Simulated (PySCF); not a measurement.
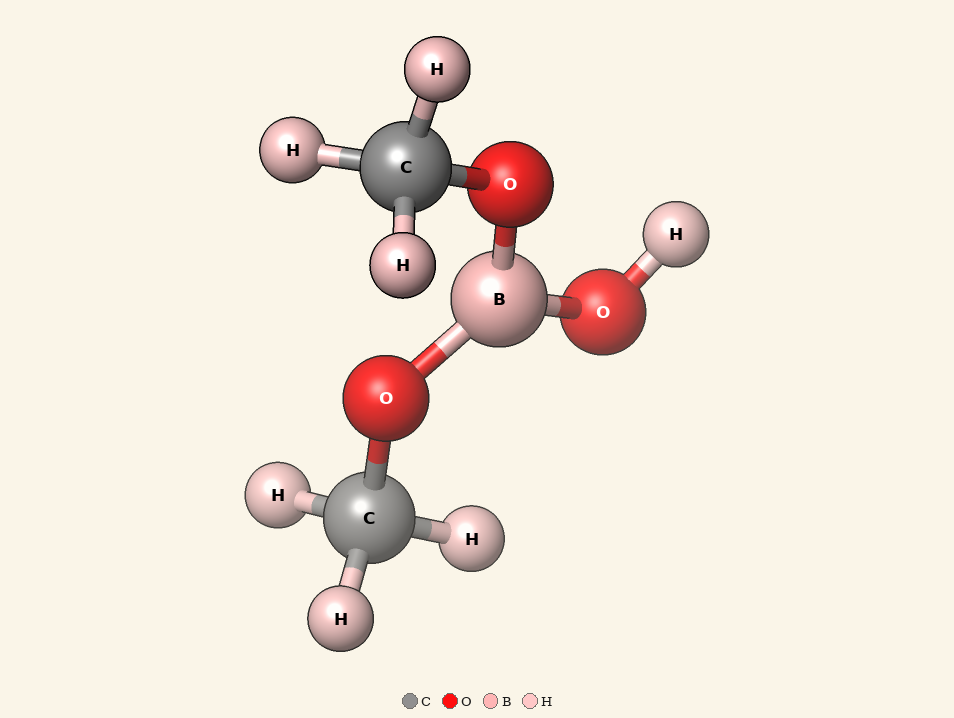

Orthographic view. Distant atoms are faded towards the background colour. The geometry was computed by an optimisation with PBE0-D3(BJ)/def2-SVP. No frequency run is at hand to confirm it as a minimum.

Question: Write the InChI string.

Answer: InChI=1S/C2H7BO3/c1-5-3(4)6-2/h4H,1-2H3
